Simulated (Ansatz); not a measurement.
**MoS2 (1T monolayer type, one sheet): testing the settings of Wannier runs**

Which of these Wannier inputs for MoS2 (1T monolayer type, one sheet) end well? Each is run as it stands.

Program: Ansatz 0.2.0. Level of theory: plane waves, PAW; the settings change from run to run, as each input shows. These are calculated values, not measurements.

3 further runs of the same task are left out: 3 that didn't finish.

**1. Starting point**

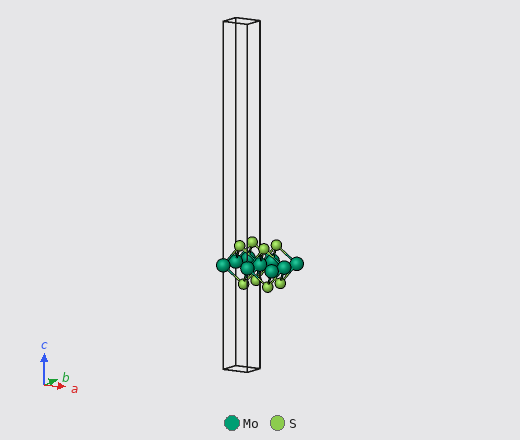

The starting structure, seen slightly off an axis (molybdenum teal, sulfur green). 2×2×1 cells are drawn. Atoms on the faces are drawn again on the opposite ones.

Coordinates:

```xyz
3
Lattice="3.2138 0.0000 0.0000 -1.6069 2.7832 0.0000 0.0000 0.0000 30.1028" Properties=species:S:1:pos:R:3 pbc="T T T"
Mo    0.0000    0.0000    9.0000
S     0.0000    1.8555   10.5558
S     1.6069    0.9277    7.4442
```

The cell was relaxed beforehand with r2SCAN; those runs aren't shown. No spin polarisation is used; should the compound be magnetic, its bands and low-energy spectrum would differ. The cell holds one sheet and vacuum, and is periodic in the plane alone; ε, where given, is a mean over the whole height of the cell, so ε₂ and ε₁ − 1 scale inversely with that height and aren't the sheet's own values.

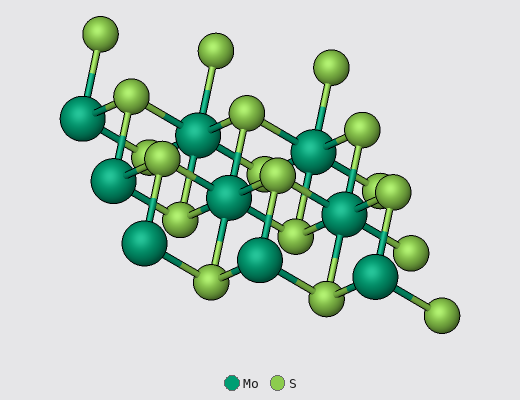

A patch of 3×3 cells of the sheet, seen at a slant, without the cell.

**2. Input 1**

The input, input.yaml:

```yaml
crystal:
  lattice:
    - [3.2137650255, 0.0, 0.0]
    - [-1.6068825128, 2.7832021538, 0.0]
    - [0.0, 0.0, 30.1028110312]
  atoms:
    - { symbol: Mo, position: [0.0, 0.0, 0.298975401] }
    - { symbol: S, position: [0.3333333333, 0.6666666667, 0.3506585533] }
    - { symbol: S, position: [0.6666666667, 0.3333333333, 0.2472922487] }
  periodic: [true, true, false]
kpoints:
  mp_grid: { grid: [9, 9, 1] }
  band_path:
    path:
      - [0, 0, 0]
      - [0.5, 0, 0]
      - [0.3333333333333, 0.3333333333333, 0]
      - [0, 0, 0]
    npoints: 10
hamiltonian:
  xc: pbe
scf:
  occupations: { method: fermi_dirac, width: 0.02 }
  n_extra_bands: 6
output:
  forces: false
  stress: false
  eigenvalues: true
  wannier:
    kmesh: [6, 6, 1]
    projections: [{ species: Mo, l: d, shell: 4 }]
    minimise: true
    write_hr: true
    conv_tol: 1.0e-08
    max_iter: 3000
```

On the command line:

```console
$ ansatz run input.yaml --threads 4 --pin off --max-ram 5529MiB --backend cpu --events-out ev --progress --plain --runs-dir out
```

What it wrote, cut to the lines that bear on the results:

```text
Warning: RAYON_NUM_THREADS=4 ignored (pool sized by the plan → 4); use --threads N
scf.n_extra_bands = 6 over 13 filled bands (N_el = 26.0): the run solves 19 bands
[...]
Pseudopotentials: kind: paw
Pseudopotential: Mo, paw, valence charge 14, recommended cutoff 420 eV (normal), Mo.paw.azcp
Pseudopotential: S, paw, valence charge 6, recommended cutoff 420 eV (normal), S.paw.azcp
Functional definition: PBE
[...]
Crystal: 3 atoms, lattice volume = 269.256 Å³
Basis set: ecut = 420 eV, 5345 PW (Γ)
Bands: 19, of which v1, the nominal top of the filled ones, is band 13 counted from 1 (12 counted from 0)
Symmetry: 12 space group operations
Space group: P-3m1 (ITA 164), of the structure as read, at distance tolerance 6.5e-5 Å
k-points: 12 of 81
[...]
SCF iter   1: F=—  HF=-6761.978471 eV  |F-HF|=—  |Δ(HF+E_count)|=         —  Δρ=2.91e-3  dr2=1.27e-2  ethr=1.77e-3  ⟨swp⟩=15.9  Hψ=2407  notcnv=0
[...]
SCF iter   7: F=-6761.977205 eV  HF=-6761.977205 eV  |F-HF|=3.65e-9  |Δ(HF+E_count)|=   1.34e-8  Δρ=5.46e-6  dr2=4.56e-8  ethr=3.85e-10  ⟨swp⟩=10.8  Hψ=1279  notcnv=0
[...]
NSCF: frozen V_eff on 31 k-points
NSCF: frozen V_eff on 10 k-points
WARN: eigensolver did not converge in 10 slots of this pass, the one above among them; of largest residual over every band (k=2): 2 band(s) unlocked (lowest unlocked band 17, counted from 0; max residual 8.66e-2 eV among the unlocked bands, 8.66e-2 eV over every band); of lowest unlocked [...]
the Wannier pass solved 10 of the 36 points of its mesh, and has the states at the others by symmetry: states obtained by the crystal's operations at points that were solved too leave a residual of 2.77e-13 eV (read by the count's bands and the next), within 6.67e-6 eV
NSCF: frozen V_eff on 10 k-points
the Wannier pass solved 10 of the 36 points of its mesh, and has the states at the others by symmetry: states obtained by the crystal's operations at points that were solved too leave a residual of 2.04e-13 eV (read by the count's bands and the next), within 6.67e-6 eV
SCF converged after 7 iterations
Free energy (F): -6761.977205 eV
[...]
E sigma→0 (E₀):  -6761.977190 eV
Entropy (-TS):   -0.000030 eV (-0.010 meV/atom)
Fermi energy:    -5.162172 eV
[...]
--- Band table (eV; the first three rows and the last of 12) ---
  k-point 0: bands = ["-66.9348", "-40.9582", "-40.9298", "-40.9298", "-19.9103", "-18.7172", "-11.4221", "-9.1198", "-9.1198", "-7.9770", "-6.0846", "-6.0846", "-5.8696", "-5.4551", "-5.4551", "-1.8891 (-1.8891°)", "-1.8891 (-1.8891°)", "-0.5219", "-0.4476"]
[...]
  ° read free of the cell's end (the report's vacuum.weakly_bound_levels)
Wannier search: line search 1 of at most 3000: gauge-dependent spread (as the search counts it) 0.6249408 Å², largest recent change 6.2e-2 Å² and fall left 3.2e-4 Å² against conv_tol 1.0e-8 Å², 0 stops escaped
```

Run time: 5.5 s. Hardware: 4 threads of Intel Xeon Platinum 8259CL at 2.50GHz (Skylake/Cascade Lake), shared host; peak memory 0.58 GiB.

The run ended, but the log doubts its result. The cause: the eigensolver left some bands unconverged. The analysis is set aside.

**3. Input 2**

input.yaml: that of step 2 with these lines changed.

```diff
@@ -20,3 +20,3 @@
 hamiltonian:
-  xc: pbe
+  xc: r2scan
 scf:
@@ -30,3 +30,3 @@
     kmesh: [6, 6, 1]
-    projections: [{ species: Mo, l: d, shell: 4 }]
+    projections: [{ species: S, l: s, shell: 3 }, { species: S, l: p, shell: 3 }]
     minimise: true
```

On the command line:

```console
$ ansatz run input.yaml --threads 4 --pin off --max-ram 5529MiB --backend cpu --events-out ev --progress --plain --runs-dir out
```

What it wrote, cut to the lines that bear on the results:

```text
Warning: RAYON_NUM_THREADS=4 ignored (pool sized by the plan → 4); use --threads N
scf.n_extra_bands = 6 over 13 filled bands (N_el = 26.0): the run solves 19 bands
[...]
Pseudopotentials: kind: paw
Pseudopotential: Mo, paw, valence charge 14, recommended cutoff 500 eV (meta_gga), Mo.paw.azcp
Pseudopotential: S, paw, valence charge 6, recommended cutoff 500 eV (meta_gga), S.paw.azcp
Functional definition: r2SCAN
[...]
Crystal: 3 atoms, lattice volume = 269.256 Å³
Basis set: ecut = 500 eV, 6799 PW (Γ), exchange–correlation on 96×96×900 points (64 copies of the dense FFT grid, shifted against one another)
Bands: 19, of which v1, the nominal top of the filled ones, is band 13 counted from 1 (12 counted from 0)
Symmetry: 12 space group operations
Space group: P-3m1 (ITA 164), of the structure as read, at distance tolerance 6.5e-5 Å
k-points: 12 of 81
[...]
SCF iter   1: F=—  HF=-6781.204164 eV  |F-HF|=—  |Δ(HF+E_count)|=         —  Δρ=4.93e-3  dr2=1.11e-1  dr2_τ=4.77e-2  ethr=1.77e-3  ⟨swp⟩=16.7  Hψ=2419  notcnv=0  defer=1
[...]
WARN: eigensolver did not converge in 10 slots of this pass, the one above among them; of largest residual over every band (k=5): 2 band(s) unlocked (lowest unlocked band 17, counted from 0; max residual 8.52e-2 eV among the unlocked bands, 8.52e-2 eV over every band); of lowest unlocked [...]
the Wannier pass solved 10 of the 36 points of its mesh, and has the states at the others by symmetry: states obtained by the crystal's operations at points that were solved too leave a residual of 1.97e-13 eV (read by the count's bands and the next), within 6.67e-6 eV
NSCF: frozen V_eff on 10 k-points
the Wannier pass solved 10 of the 36 points of its mesh, and has the states at the others by symmetry: states obtained by the crystal's operations at points that were solved too leave a residual of 4.94e-13 eV (read by the count's bands and the next), within 6.67e-6 eV
SCF converged after 8 iterations
Free energy (F): -6781.220625 eV
[...]
E sigma→0 (E₀):  -6781.220612 eV
Entropy (-TS):   -0.000027 eV (-0.009 meV/atom)
Fermi energy:    -5.303906 eV
[...]
--- Band table (eV; the first three rows and the last of 12) ---
[... band rows left out ...]
[...]
  ° read free of the cell's end (the report's vacuum.weakly_bound_levels)
Wannier search: line search 1 of at most 3000: gauge-dependent spread (as the search counts it) 3.7404779 Å², largest recent change 7.8e-1 Å² and fall left 1.0e-1 Å² against conv_tol 1.0e-8 Å², 0 stops escaped
```

Run time: 12 s. Hardware: 4 threads of Intel Xeon Platinum 8259CL at 2.50GHz (Skylake/Cascade Lake), shared host; peak memory 1 GiB.

The run ended, but the log doubts its result. The cause: the eigensolver left some bands unconverged. The analysis is set aside.

**4. Input 3**

input.yaml: that of step 3 with these lines changed.

```diff
@@ -30,3 +30,3 @@
     kmesh: [6, 6, 1]
-    projections: [{ species: S, l: s, shell: 3 }, { species: S, l: p, shell: 3 }]
+    projections: [{ species: S, l: p, shell: 3 }]
     minimise: true
```

On the command line:

```console
$ ansatz run input.yaml --threads 4 --pin off --max-ram 5529MiB --backend cpu --events-out ev --progress --plain --runs-dir out
```

What it wrote, cut to the lines that bear on the results:

```text
Warning: RAYON_NUM_THREADS=4 ignored (pool sized by the plan → 4); use --threads N
scf.n_extra_bands = 6 over 13 filled bands (N_el = 26.0): the run solves 19 bands
[...]
Pseudopotentials: kind: paw
Pseudopotential: Mo, paw, valence charge 14, recommended cutoff 500 eV (meta_gga), Mo.paw.azcp
Pseudopotential: S, paw, valence charge 6, recommended cutoff 500 eV (meta_gga), S.paw.azcp
Functional definition: r2SCAN
[...]
Crystal: 3 atoms, lattice volume = 269.256 Å³
Basis set: ecut = 500 eV, 6799 PW (Γ), exchange–correlation on 96×96×900 points (64 copies of the dense FFT grid, shifted against one another)
Bands: 19, of which v1, the nominal top of the filled ones, is band 13 counted from 1 (12 counted from 0)
Symmetry: 12 space group operations
Space group: P-3m1 (ITA 164), of the structure as read, at distance tolerance 6.5e-5 Å
k-points: 12 of 81
[...]
SCF iter   1: F=—  HF=-6781.204164 eV  |F-HF|=—  |Δ(HF+E_count)|=         —  Δρ=4.93e-3  dr2=1.11e-1  dr2_τ=4.77e-2  ethr=1.77e-3  ⟨swp⟩=16.7  Hψ=2419  notcnv=0  defer=1
[...]
WARN: eigensolver did not converge in 10 slots of this pass, the one above among them; of largest residual over every band (k=5): 2 band(s) unlocked (lowest unlocked band 17, counted from 0; max residual 8.52e-2 eV among the unlocked bands, 8.52e-2 eV over every band); of lowest unlocked [...]
the Wannier pass solved 10 of the 36 points of its mesh, and has the states at the others by symmetry: states obtained by the crystal's operations at points that were solved too leave a residual of 1.97e-13 eV (read by the count's bands and the next), within 6.67e-6 eV
NSCF: frozen V_eff on 10 k-points
the Wannier pass solved 10 of the 36 points of its mesh, and has the states at the others by symmetry: states obtained by the crystal's operations at points that were solved too leave a residual of 2.54e-13 eV (read by the count's bands and the next), within 6.67e-6 eV
SCF converged after 8 iterations
Free energy (F): -6781.220625 eV
[...]
E sigma→0 (E₀):  -6781.220612 eV
Entropy (-TS):   -0.000027 eV (-0.009 meV/atom)
Fermi energy:    -5.303906 eV
[...]
--- Band table (eV; the first three rows and the last of 12) ---
[... band rows left out ...]
[...]
  ° read free of the cell's end (the report's vacuum.weakly_bound_levels)
Wannier search: line search 1 of at most 3000: gauge-dependent spread (as the search counts it) 0.6220087 Å², largest recent change 3.9e-2 Å² and fall left 2.9e-5 Å² against conv_tol 1.0e-8 Å², 0 stops escaped
```

Wall time 12 s (4 threads of Intel Xeon Platinum 8259CL at 2.50GHz (Skylake/Cascade Lake), shared host); peak memory 1 GiB.

The run ended, but the log doubts its result. The cause: the eigensolver left some bands unconverged. The analysis is set aside.

**5. Input 4**

input.yaml: that of step 4 with these lines changed.

```diff
@@ -30,3 +30,3 @@
     kmesh: [6, 6, 1]
-    projections: [{ species: S, l: p, shell: 3 }]
+    projections: [{ species: Mo, l: d, shell: 4 }, { species: S, l: p, shell: 3 }]
     minimise: true
```

On the command line:

```console
$ ansatz run input.yaml --threads 4 --pin off --max-ram 5529MiB --backend cpu --events-out ev --progress --plain --runs-dir out
```

What it wrote, cut to the lines that bear on the results:

```text
Warning: RAYON_NUM_THREADS=4 ignored (pool sized by the plan → 4); use --threads N
scf.n_extra_bands = 6 over 13 filled bands (N_el = 26.0): the run solves 19 bands
[...]
Pseudopotentials: kind: paw
Pseudopotential: Mo, paw, valence charge 14, recommended cutoff 500 eV (meta_gga), Mo.paw.azcp
Pseudopotential: S, paw, valence charge 6, recommended cutoff 500 eV (meta_gga), S.paw.azcp
Functional definition: r2SCAN
[...]
Crystal: 3 atoms, lattice volume = 269.256 Å³
Basis set: ecut = 500 eV, 6799 PW (Γ), exchange–correlation on 96×96×900 points (64 copies of the dense FFT grid, shifted against one another)
Bands: 19, of which v1, the nominal top of the filled ones, is band 13 counted from 1 (12 counted from 0)
Symmetry: 12 space group operations
Space group: P-3m1 (ITA 164), of the structure as read, at distance tolerance 6.5e-5 Å
k-points: 12 of 81
[...]
SCF iter   1: F=—  HF=-6781.204164 eV  |F-HF|=—  |Δ(HF+E_count)|=         —  Δρ=4.93e-3  dr2=1.11e-1  dr2_τ=4.77e-2  ethr=1.77e-3  ⟨swp⟩=16.7  Hψ=2419  notcnv=0  defer=1
[...]
WARN: eigensolver did not converge in 10 slots of this pass, the one above among them; of largest residual over every band (k=5): 2 band(s) unlocked (lowest unlocked band 17, counted from 0; max residual 8.52e-2 eV among the unlocked bands, 8.52e-2 eV over every band); of lowest unlocked [...]
the Wannier pass solved 10 of the 36 points of its mesh, and has the states at the others by symmetry: states obtained by the crystal's operations at points that were solved too leave a residual of 1.97e-13 eV (read by the count's bands and the next), within 6.67e-6 eV
NSCF: frozen V_eff on 10 k-points
the Wannier pass solved 10 of the 36 points of its mesh, and has the states at the others by symmetry: states obtained by the crystal's operations at points that were solved too leave a residual of 2.42e-13 eV (read by the count's bands and the next), within 6.67e-6 eV
SCF converged after 8 iterations
Free energy (F): -6781.220625 eV
[...]
E sigma→0 (E₀):  -6781.220612 eV
Entropy (-TS):   -0.000027 eV (-0.009 meV/atom)
Fermi energy:    -5.303906 eV
[...]
--- Band table (eV; the first three rows and the last of 12) ---
[... band rows left out ...]
[...]
  ° read free of the cell's end (the report's vacuum.weakly_bound_levels)
Wannier search: line search 1 of at most 3000: gauge-dependent spread (as the search counts it) 0.9474896 Å², largest recent change 2.6e-1 Å² and fall left 1.9e-4 Å² against conv_tol 1.0e-8 Å², 0 stops escaped
WARN: <dir> 330 periodic images of 324 elements of H(R) lie 4.88e-4 to 1.95e-3 Å beyond their element's nearest image, near the 9.77e-4 Å window within which an element is shared among its images; whether they share it moves the interpolated H(k) by 4.1e-2 eV (Frobenius norm, root mean [...]
```

It took 13 s on 4 threads of Intel Xeon Platinum 8259CL at 2.50GHz (Skylake/Cascade Lake), shared host; peak memory 1 GiB.

The run ended, but the log doubts its result. The cause: the eigensolver left some bands unconverged. The analysis is set aside.

**6. Input 5**

input.yaml: that of step 5 with these lines changed.

```diff
@@ -20,3 +20,3 @@
 hamiltonian:
-  xc: r2scan
+  xc: pbe
 scf:
@@ -30,6 +30,6 @@
     kmesh: [6, 6, 1]
-    projections: [{ species: Mo, l: d, shell: 4 }, { species: S, l: p, shell: 3 }]
+    projections: [{ species: S, l: p, shell: 3 }]
     minimise: true
     write_hr: true
-    conv_tol: 1.0e-08
-    max_iter: 3000
+    conv_tol: 0.001
+    max_iter: 1000
```

On the command line:

```console
$ ansatz run input.yaml --threads 4 --pin off --max-ram 5529MiB --backend cpu --events-out ev --progress --plain --runs-dir out
```

What it wrote, cut to the lines that bear on the results:

```text
Warning: RAYON_NUM_THREADS=4 ignored (pool sized by the plan → 4); use --threads N
scf.n_extra_bands = 6 over 13 filled bands (N_el = 26.0): the run solves 19 bands
[...]
Pseudopotentials: kind: paw
Pseudopotential: Mo, paw, valence charge 14, recommended cutoff 420 eV (normal), Mo.paw.azcp
Pseudopotential: S, paw, valence charge 6, recommended cutoff 420 eV (normal), S.paw.azcp
Functional definition: PBE
[...]
Crystal: 3 atoms, lattice volume = 269.256 Å³
Basis set: ecut = 420 eV, 5345 PW (Γ)
Bands: 19, of which v1, the nominal top of the filled ones, is band 13 counted from 1 (12 counted from 0)
Symmetry: 12 space group operations
Space group: P-3m1 (ITA 164), of the structure as read, at distance tolerance 6.5e-5 Å
k-points: 12 of 81
[...]
SCF iter   1: F=—  HF=-6761.978471 eV  |F-HF|=—  |Δ(HF+E_count)|=         —  Δρ=2.91e-3  dr2=1.27e-2  ethr=1.77e-3  ⟨swp⟩=15.9  Hψ=2407  notcnv=0
[...]
WARN: eigensolver did not converge in 10 slots of this pass, the one above among them; of largest residual over every band (k=2): 2 band(s) unlocked (lowest unlocked band 17, counted from 0; max residual 8.66e-2 eV among the unlocked bands, 8.66e-2 eV over every band); of lowest unlocked [...]
the Wannier pass solved 10 of the 36 points of its mesh, and has the states at the others by symmetry: states obtained by the crystal's operations at points that were solved too leave a residual of 2.77e-13 eV (read by the count's bands and the next), within 6.67e-6 eV
NSCF: frozen V_eff on 10 k-points
the Wannier pass solved 10 of the 36 points of its mesh, and has the states at the others by symmetry: states obtained by the crystal's operations at points that were solved too leave a residual of 2.09e-13 eV (read by the count's bands and the next), within 6.67e-6 eV
SCF converged after 7 iterations
Free energy (F): -6761.977205 eV
[...]
E sigma→0 (E₀):  -6761.977190 eV
Entropy (-TS):   -0.000030 eV (-0.010 meV/atom)
Fermi energy:    -5.162172 eV
[...]
--- Band table (eV; the first three rows and the last of 12) ---
[... band rows left out ...]
[...]
  ° read free of the cell's end (the report's vacuum.weakly_bound_levels)
Wannier search: line search 1 of at most 1000: gauge-dependent spread (as the search counts it) 0.6340270 Å², largest recent change 4.2e-2 Å² and fall left 3.4e-5 Å² against conv_tol 1.0e-3 Å², 0 stops escaped
```

It took 5.2 s on 4 threads of Intel Xeon Platinum 8259CL at 2.50GHz (Skylake/Cascade Lake), shared host; peak memory 0.59 GiB.

The run ended, but the log doubts its result. The cause: the eigensolver left some bands unconverged. The analysis is set aside.

**7. Summary**

```tsv
input	settings	ended	fault	time
1	PBE, 5 functions, 6×6×1	ended with warnings	the eigensolver left some bands unconverged	5.5 s
2	r2SCAN, 8 functions, 6×6×1	ended with warnings	the eigensolver left some bands unconverged	12 s
3	r2SCAN, 6 functions, 6×6×1	ended with warnings	the eigensolver left some bands unconverged	12 s
4	r2SCAN, 11 functions, 6×6×1	ended with warnings	the eigensolver left some bands unconverged	13 s
5	PBE, 6 functions, 6×6×1	ended with warnings	the eigensolver left some bands unconverged	5.2 s
```

In words: 5 ended with warnings. No run passed without a fault or warning, so no result is quoted.
